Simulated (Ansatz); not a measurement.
| atom | x (Å) | y (Å) | z (Å) |
| --- | --- | --- | --- |
| B | 0.1879 | 0.3283 | -0.1016 |
| F | -0.2122 | 0.5410 | 1.1518 |
| Cl | 1.8845 | 0.5039 | -0.5278 |
| Cl | -1.0608 | 0.1265 | -1.3590 |
| O | 0.0822 | -2.1093 | 0.8165 |
| Al | -0.8909 | -3.2268 | -0.1083 |
| H | -0.0923 | -3.9990 | -1.2501 |
| H | -2.4315 | -3.4519 | 0.2717 |
| H | -0.2983 | -1.5494 | 1.5350 |

Not at a stationary point (largest force 0.8 eV/Å).

These are results of RKS revPBE/def2-SVP (Ansatz 0.2.0), not measurements.

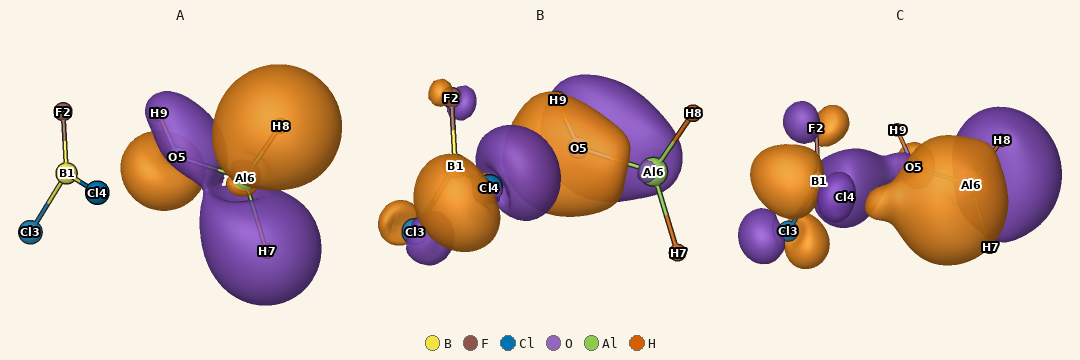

BCl2F···AlH3O. Three frontier orbitals at ±0.08 Å⁻³ᐟ² (orange and purple are the two phases), in no order.

Which picture is the HOMO−1, the HOMO and the LUMO?

Answer. B is the HOMO−1 (−7.54 eV). It lies mainly on O5 (about 65 %) and Cl4 (about 15 %); largely a lone pair of O5. A is the HOMO (−7.13 eV). It lies mainly on H8 (about 30 %), Al6 (about 25 %), O5 (about 20 %) and H7 (about 20 %). C is the LUMO (−1.91 eV). It lies mainly on Al6 (about 50 %), B1 (about 20 %), Cl3 (about 5 %) and Cl4 (about 5 %).

What is the HOMO–LUMO gap?

Answer. 5.22 eV between the orbital energies.
